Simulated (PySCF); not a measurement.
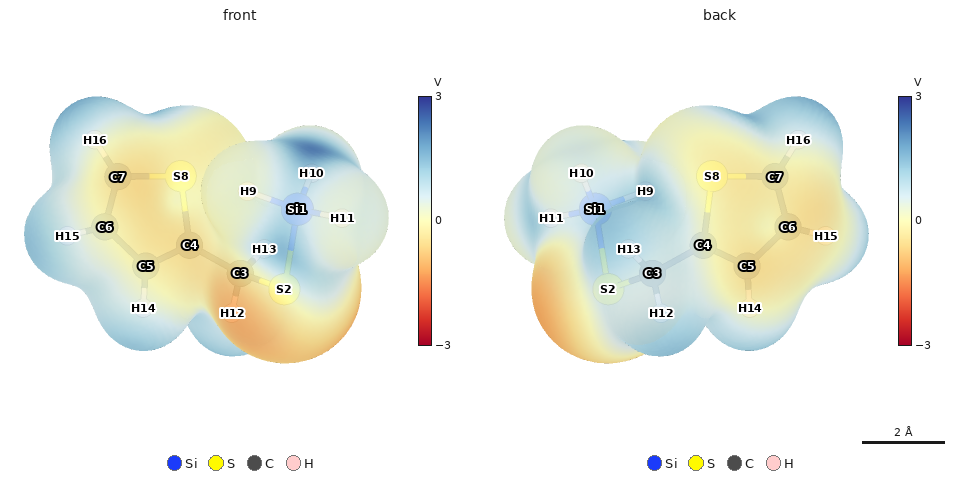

*C₅H₈S₂Si (SMILES [SiH3]SCc1cccs1). The molecular electrostatic potential painted on the density surface at 0.004 e/bohr³, seen from the front and from behind; the colour scale runs from red (negative) to blue (positive).*

Geometry: GFN2-xTB.

Level of theory: PySCF, PBE0/pcSseg-1, SCF density, gas phase, non-relativistic.

```xyz
16

Si   -2.5287    0.5920    0.5521
S    -2.0207   -1.0991   -0.6662
C    -0.4819   -1.6954    0.1628
C     0.5653   -0.6555    0.2091
C     1.3053   -0.1566   -0.8191
C     2.1920    0.8668   -0.4180
C     2.1132    1.1361    0.9089
S     0.9520    0.1448    1.7007
H    -1.6083    1.6854    0.2601
H    -2.4197    0.1682    1.9429
H    -3.8888    0.8848    0.1409
H    -0.1687   -2.5487   -0.4387
H    -0.7577   -2.0321    1.1612
H     1.2139   -0.5098   -1.8306
H     2.8587    1.3747   -1.0914
H     2.6665    1.8535    1.4813
```

### Where is the surface potential most negative and most positive?

The most negative region (about −1.2 V, or −28 kcal/mol for a unit charge) lies over S2, the most positive (about +2.1 V, or +48 kcal/mol for a unit charge) over Si1.
